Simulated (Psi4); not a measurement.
# BH2I (SMILES BI): a chain of runs

Wanted: a series of 10 runs (PBE-D4/def2-SVP, PBE0-D4/def2-TZVP, PBE-D4/def2-TZVPP, r2SCAN-D4/def2-TZVPP, B3LYP-D4/def2-TZVPP, PBE0-D4/def2-TZVPP, wB97M-V/def2-TZVPP, CCSD(T)/def2-TZVPP, and more) of BH2I. 

Program for the calculation: Psi4 1.11.

## (1) Starting point

BH2I has 4 atoms, charge 0, and is taken as a singlet. SMILES: `BI`. The coordinates come from a GFN2-xTB, rattled relaxation. The run starts from this shape.

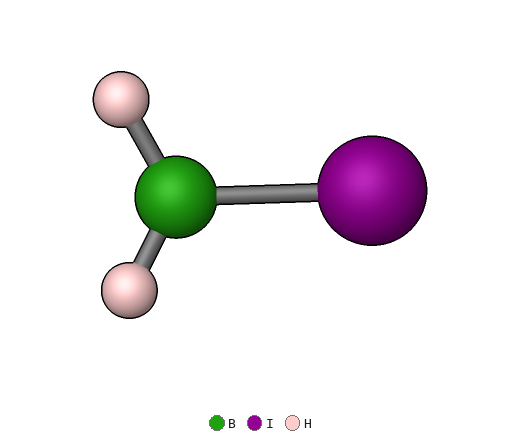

Viewed from a chosen angle; boron green, iodine purple, hydrogen pink.

## (2) A geometry optimisation at PBE-D4/def2-SVP (density fitting, core potential) (run 1)

File input.dat:

```
memory 3300 mb

molecule geom {
  B     -0.179921    -0.009137    -0.144059
  I      1.583105    -0.366887     0.871144
  H     -1.067914    -0.602340     0.125101
  H     -0.214375     0.929515    -0.860532
  symmetry c1
}

set globals {
  scf_type                df
  geom_maxiter            60
  max_force_g_convergence 0.0005
}

energy_value = opt('pbe-d4/def2-SVP')
print_variables()
```

Started as:

```sh
$ psi4 -n 2 input.dat output.dat
```

output.dat:

```text
[...]
    !!!  WARNING: ECP capability is in beta. Please check occupations closely.  !!!
[...]
  Running in c1 symmetry.
[...]
  Nuclear repulsion =   46.417841811776043
[...]
  Multiplicity = 1
[...]
  Nalpha       = 16
  Nbeta        = 16
[...]
    Number of basis functions: 50
[...]
   @DF-RKS iter   1:  -323.49207554330513   -2.73321e+00   9.70689e-03 ADIIS/DIIS
[...]
    !!!  WARNING: ECP capability is in beta. Please check occupations closely.  !!!
[...]
   @DF-RKS iter   8:  -323.66617284073487   -7.38964e-13   2.93485e-09 DIIS
[...]
    Orbital Energies [Eh]
    ---------------------
    Doubly Occupied:
       1A     -6.617684     2A     -6.574314     3A     -4.683908
       4A     -4.678277     5A     -4.672743     6A     -1.822672
       7A     -1.821182     8A     -1.816770     9A     -1.811938
      10A     -1.811331    11A     -0.657068    12A     -0.450182
      13A     -0.338455    14A     -0.314258    15A     -0.266446
      16A     -0.233385
[...]
  @DF-RKS Final Energy:  -323.66617284073487
   => Energetics <=
    Nuclear Repulsion Energy =             45.0795067685624673
    One-Electron Energy =                -641.5084186959574026
    Two-Electron Energy =                 299.6777296316829506
    DFT Exchange-Correlation Energy =     -26.9130568306551723
    Empirical Dispersion Energy =          -0.0019337143677443
    VV10 Nonlocal Energy =                  0.0000000000000000
    Total Energy =                       -323.6661728407348733
[...]
 Multipole Moments:
 ------------------------------------------------------------------------------------
     Multipole            Electronic (a.u.)      Nuclear  (a.u.)        Total (a.u.)
 ------------------------------------------------------------------------------------
 L = 1.  Multiply by 2.5417464519 to convert [e a0] to [Debye]
 Dipole X            :         15.1605470          -15.1981168           -0.0375699
 Dipole Y            :         -3.4379937            3.4466436            0.0086499
 Dipole Z            :          8.3738434           -8.3946669           -0.0208235
 Magnitude           :                                                    0.0438171
[...]
  -Total Gradient:
     Atom            X                  Y                   Z
    ------   -----------------  -----------------  -----------------
       1        0.000460953306     0.000013052966     0.000173985153
       2       -0.000062348590     0.000050984183    -0.000069455222
       3       -0.000396528365    -0.000223693547     0.000038405417
       4       -0.000000716504     0.000159376946    -0.000142230846
[...]
    Final optimized geometry and variables:
    Molecular point group: c1
    Full point group: C1
    Geometry (in Angstrom), charge = 0, multiplicity = 1:
    B           -1.639552261303     0.371749471984    -0.905490586672
    I            0.175932113987    -0.039893958989     0.097169220235
    H           -2.592666319491    -0.331986705316    -0.655289851598
    H           -1.650372284072     1.294473557651    -1.688754138207
  Variable Map:
  ----------------------------------------------------------------------------
  "CURRENT ENERGY"                                 =>    -323.666172840735
  "CURRENT REFERENCE ENERGY"                       =>    -323.666172840735
  "DD SOLVATION ENERGY"                            =>       0.000000000000
  "DFT FUNCTIONAL TOTAL ENERGY"                    =>    -323.664239126367
[...]
```

The script printed:

```text
Optimizer: Optimization complete!
```

It took 76 s on 2 threads of AMD EPYC (Zen 3), shared host; peak memory 0.38 GiB.

Steps, from the record of the run:

```csv
step,energy from the first frame kept (eV),largest force (eV/Å)
0,0.0000,3.3215
1,-0.2081,0.3401
2,-0.1793,0.6984
3,-0.2083,0.2622
4,-0.2114,0.0253
```

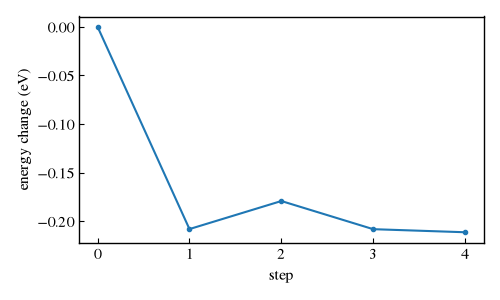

Energy along the run.

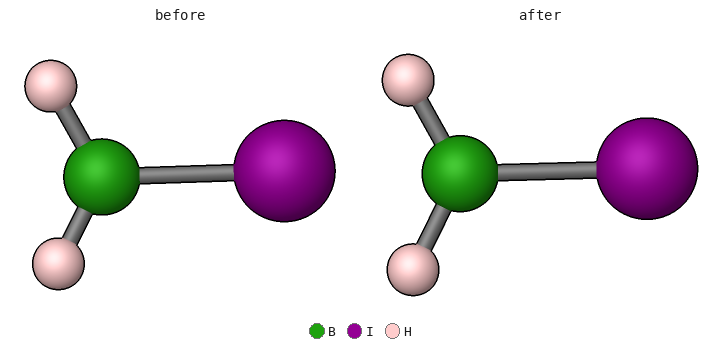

Before and after, at one scale.

After the run. Bond lengths: B1–I2 2.114 Å, B1–H3 1.211 Å, B1–H4 1.210 Å. Angles: I2–B1–H3 117.7°, I2–B1–H4 117.6°, H3–B1–H4 124.7°.

## (3) A geometry optimisation at PBE0-D4/def2-TZVP (density fitting, core potential) (run 2)

File bh2i.inp:

```
memory 3300 mb

molecule m {
  0 1
  B     -0.227198     0.040651    -0.132066
  I      1.588287    -0.370993     0.870594
  H     -1.180312    -0.663085     0.118135
  H     -0.238018     0.963375    -0.915329
  symmetry c1
}

set globals {
  basis                   def2-TZVP
  scf_type                df
  geom_maxiter            50
  max_force_g_convergence 0.0002
}

optimize('pbe0-d4')
print_variables()
```

Started as:

```sh
$ psi4 bh2i.inp bh2i.out -n 2
```

bh2i.out (excerpt; [...] marks lines left out):

```text
[...]
  Running in c1 symmetry.
[...]
  Nuclear repulsion =   45.079495486533432
[...]
  Multiplicity = 1
[...]
  Nalpha       = 16
  Nbeta        = 16
[...]
    Number of basis functions: 93
[...]
   @DF-RKS iter   1:  -323.52864958251223   -2.49022e+00   7.98965e-03 DIIS/ADIIS
[...]
   @DF-RKS iter   8:  -323.74024638463163   -1.64846e-12   2.12711e-09 DIIS
[...]
  @DF-RKS Final Energy:  -323.74024638463163
   => Energetics <=
    Nuclear Repulsion Energy =             45.4928112134350684
    One-Electron Energy =                -642.4517782820635148
    Two-Electron Energy =                 293.7614821297690924
    DFT Exchange-Correlation Energy =     -20.5411454445495067
    Empirical Dispersion Energy =          -0.0016160012227434
    VV10 Nonlocal Energy =                  0.0000000000000000
    Total Energy =                       -323.7402463846316323
[...]
 Multipole Moments:
 ------------------------------------------------------------------------------------
     Multipole            Electronic (a.u.)      Nuclear  (a.u.)        Total (a.u.)
 ------------------------------------------------------------------------------------
 L = 1.  Multiply by 2.5417464519 to convert [e a0] to [Debye]
 Dipole X            :         14.9425427          -15.0743247           -0.1317819
 Dipole Y            :         -3.3939171            3.4238760            0.0299589
 Dipole Z            :          8.2573675           -8.3301344           -0.0727669
 Magnitude           :                                                    0.1534895
[...]
  -Total Gradient:
     Atom            X                  Y                   Z
    ------   -----------------  -----------------  -----------------
       1       -0.000094112686     0.000026711356    -0.000023439840
       2        0.000046124858    -0.000009302524     0.000017596692
       3        0.000028000641     0.000006200731    -0.000008217903
       4        0.000017591885    -0.000023067398     0.000012741526
[...]
    Final optimized geometry and variables:
    Molecular point group: c1
    Full point group: C1
    Geometry (in Angstrom), charge = 0, multiplicity = 1:
    B           -1.627503312061     0.369680464775    -0.899292398673
    I            0.174575742487    -0.039653127195     0.096467013327
    H           -2.563193284152    -0.319876932948    -0.654856483513
[...]
```

The script printed:

```text
Optimizer: Optimization complete!
```

Wall time 1.7 min (2 threads of AMD EPYC (Zen 3), shared host); peak memory 0.6 GiB.

The path in brief:

| step | energy from the first frame kept (eV) | largest force (eV/Å) |
| --- | --- | --- |
| 0 | 0.0000 | 0.5430 |
| 1 | -0.0141 | 0.1054 |
| 2 | -0.0136 | 0.1142 |
| 3 | -0.0078 | 0.4193 |
| 4 | -0.0139 | 0.0939 |
| 5 | -0.0144 | 0.0052 |

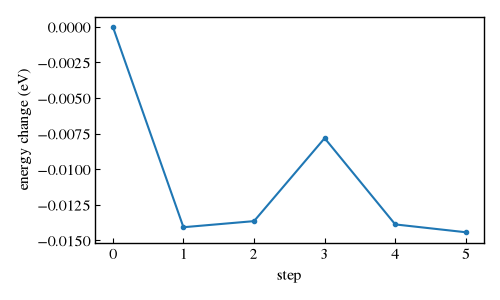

Energy along the run.

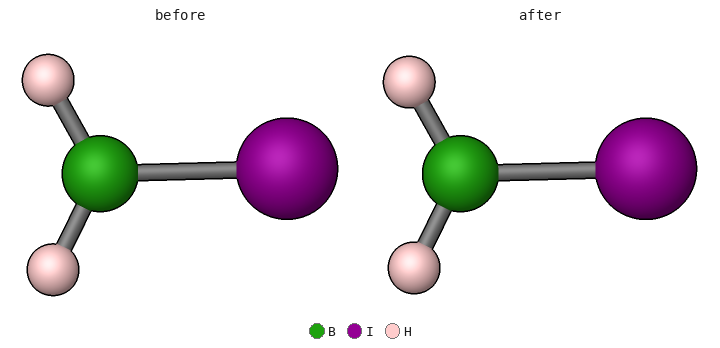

Before and after, at one scale.

After the run. Bond lengths: B1–I2 2.099 Å, B1–H3 1.188 Å, B1–H4 1.188 Å. Angles: I2–B1–H3 117.7°, I2–B1–H4 117.7°, H3–B1–H4 124.5°.

Runs 3 to 9 aren't shown in full; the table further down has their settings and results.

## (4) A single-point energy at MP2/def2-QZVPP (density fitting, core potential, density fitting for correlation) (run 10)

File job.in:

```
memory 3300 mb

molecule molecule1 {
  0 1
  B     -0.215148     0.038581    -0.125868
  I      1.586931    -0.370752     0.869892
  H     -1.150838    -0.650976     0.118568
  H     -0.228318     0.943541    -0.895049
  symmetry c1
}

set basis def2-QZVPP
set scf_type df
set num_frozen_docc 5

e_tot, wfn = energy("mp2", return_wfn=True)
print_variables()
```

Started as:

```sh
$ psi4 -i job.in -o job.out -n 2
```

job.out:

```text
[...]
    !!!  WARNING: ECP capability is in beta. Please check occupations closely.  !!!
[...]
  Running in c1 symmetry.
[...]
  Nuclear repulsion =   45.492809496415781
[...]
  Multiplicity = 1
[...]
  Nalpha       = 16
  Nbeta        = 16
[...]
    Number of basis functions: 199
[...]
   @DF-RHF iter   1:  -322.16573915711336   -2.85987e+00   4.36037e-03 ADIIS/DIIS
[...]
   @DF-RHF iter  12:  -322.52506270301370   -1.02318e-11   2.88466e-09 DIIS
[...]
    Orbital Energies [Eh]
    ---------------------
    Doubly Occupied:
       1A     -7.735511     2A     -7.668884     3A     -5.586821
       4A     -5.583351     5A     -5.581129     6A     -2.283048
       7A     -2.280836     8A     -2.278522     9A     -2.274419
      10A     -2.274203    11A     -0.917155    12A     -0.690023
      13A     -0.546619    14A     -0.460198    15A     -0.390587
      16A     -0.369447
[...]
  @DF-RHF Final Energy:  -322.52506270301370
   => Energetics <=
    Nuclear Repulsion Energy =             45.4928094964157808
    One-Electron Energy =                -642.1942358628037937
    Two-Electron Energy =                 274.1763636633742749
    Total Energy =                       -322.5250627030137025
[...]
 Multipole Moments:
 ------------------------------------------------------------------------------------
     Multipole            Electronic (a.u.)      Nuclear  (a.u.)        Total (a.u.)
 ------------------------------------------------------------------------------------
 L = 1.  Multiply by 2.5417464519 to convert [e a0] to [Debye]
 Dipole X            :         14.7547104          -15.0743250           -0.3196147
 Dipole Y            :         -3.3512424            3.4238728            0.0726305
 Dipole Z            :          8.1536000           -8.3301377           -0.1765376
 Magnitude           :                                                    0.3722825
[...]
```

Wall time 24 s (2 threads of AMD EPYC (Zen 3), shared host); peak memory 0.42 GiB.

## (5) All runs side by side

| run | level | geom maxiter | max force g convergence | task | energy (Eh) | dipole moment (D) | HOMO energy (eV) | LUMO energy (eV) | wall time |
| --- | --- | --- | --- | --- | --- | --- | --- | --- | --- |
| 1 | PBE-D4/def2-SVP (density fitting, core potential) | 60 | 0.0005 | optimise | -323.666173 | 0.11 | -6.35 | -3.10 | 76 s |
| 2 | PBE0-D4/def2-TZVP (density fitting, core potential) | 50 | 0.0002 | optimise | -323.740246 | 0.39 | -7.57 | -2.21 | 1.7 min |
| 3 | PBE0-D4/def2-TZVP (density fitting, core potential) | – | – | frequencies | -323.740246 | 0.39 | – | – | 5.8 min |
| 4 | PBE-D4/def2-TZVPP (density fitting, core potential) | – | – | energy | -323.705658 | 0.15 | -6.45 | -3.14 | 34 s |
| 5 | r2SCAN-D4/def2-TZVPP (density fitting, core potential) | – | – | energy | -323.861174 | 0.35 | -6.70 | -2.82 | 63 s |
| 6 | B3LYP-D4/def2-TZVPP (density fitting, core potential) | – | – | energy | -323.873268 | 0.36 | -7.33 | -2.39 | 29 s |
| 7 | PBE0-D4/def2-TZVPP (density fitting, core potential) | – | – | properties | -323.740603 | 0.39 | -7.57 | -2.21 | 25 s |
| 8 | wB97M-V/def2-TZVPP (density fitting, core potential) | – | – | energy | -323.726968 | 0.47 | -9.77 | -0.31 | 66 s |
| 9 | CCSD(T)/def2-TZVPP (density fitting, density fitting for correlation) | – | – | energy | timeout | – | – | – | 2 min |
| 10 | MP2/def2-QZVPP (density fitting, core potential, density fitting for correlation) | – | – | energy | -323.304180 | – | -10.05 | 1.12 | 24 s |

## (6) Outcome

| quantity | value |
| --- | --- |
| run 10, MP2/def2-QZVPP: total energy | -323.30418 Eh |
| run 10, MP2/def2-QZVPP: HOMO energy (Hartree–Fock orbitals) | -10.05 eV |
| run 10, MP2/def2-QZVPP: LUMO energy (Hartree–Fock orbitals) | 1.12 eV |
| run 10, MP2/def2-QZVPP: HOMO–LUMO gap (Hartree–Fock orbitals) | 11.17 eV |
| run 10, MP2/def2-QZVPP: correlation energy (5 core orbitals frozen) | -779.1 mEh |

What this shows: Over runs 3, 4, 5, 6, 7, 8 the dipole moment (its size) runs from 0.15 D (PBE-D4/def2-TZVPP) to 0.47 D (wB97M-V/def2-TZVPP). Over runs 4, 5, 6, 7, 8 the HOMO–LUMO gap runs from 3.31 eV (PBE-D4/def2-TZVPP) to 9.46 eV (wB97M-V/def2-TZVPP). Totals of different functionals can't be ranked against each other. All runs together took 15 min, the longest 5.8 min. 1 of the 10 runs gave no usable result.
